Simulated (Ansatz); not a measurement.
# F6W: what the fields show

Input

```
crystal:
  periodic: [false, false, false]
  atoms:
    - { symbol: W, position_ang: [0.0, 0.0, 0.0] }
    - { symbol: F, position_ang: [0.0, 0.0, 1.85] }
    - { symbol: F, position_ang: [1.85, 0.0, 0.0] }
    - { symbol: F, position_ang: [0.0, 1.85, 0.0] }
    - { symbol: F, position_ang: [-1.85, 0.0, 0.0] }
    - { symbol: F, position_ang: [0.0, -1.85, 0.0] }
    - { symbol: F, position_ang: [0.0, 0.0, -1.85] }
basis:
  gaussian: { orbitals: def2-SVP }
hamiltonian:
  xc: b3lyp
  dispersion: d4
relax:
  f_tol: 0.02
  max_steps: 40
output:
  orbitals: {}
```

Run with:

```sh
ansatz run input.yaml --threads 2 --pin off --max-ram 3072MiB --backend cpu --events-out ev --progress --plain --runs-dir out
```

The fields are those of the run's last geometry, not of the input's.

Core potentials replace the inner electrons of W.

Computed with RKS B3LYP-D4/def2-SVP in Ansatz.

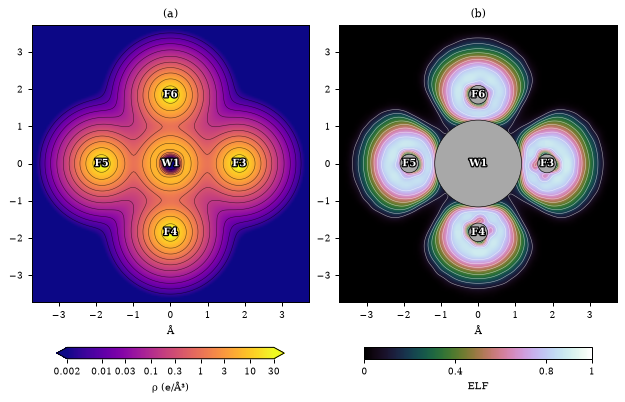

Figure 1. (a) electron density; (b) electron localisation function on the plane of atoms F3, W1 and F6. Grey discs cover the atomic cores in the ELF map.

Q: What do the fields say about this system?

A: The plane passes through W and F nuclei.
W–F (1.85 Å): ρ is about 1.2 e/Å³ halfway; the ELF peaks at about 0.80 in the valence shell of F, 0.5 Å from its nucleus, and drops to about 0.25 between the two atoms.

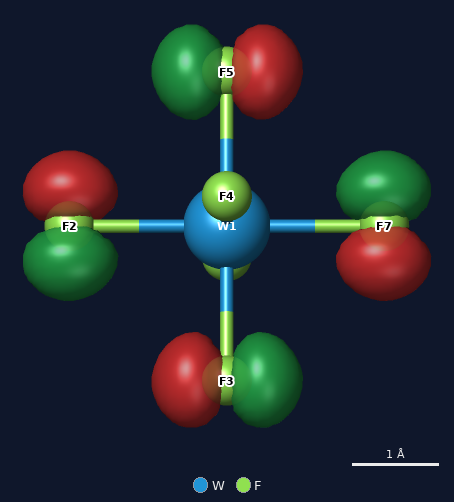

Figure 2. The HOMO at ±0.2 Å⁻³ᐟ² (green and red are the two phases), seen from one side.

Q: What is the character of this orbital?

A: Its weight (Hirshfeld) is mainly on F2 (about 25 %), F3 (about 25 %), F7 (about 25 %) and F5 (about 25 %); it is gerade (even under inversion); largely a combination of lone pairs on F2, F3, F7 and F5. It is one of a degenerate set, so its orientation is arbitrary. Its energy is −12.39 eV.
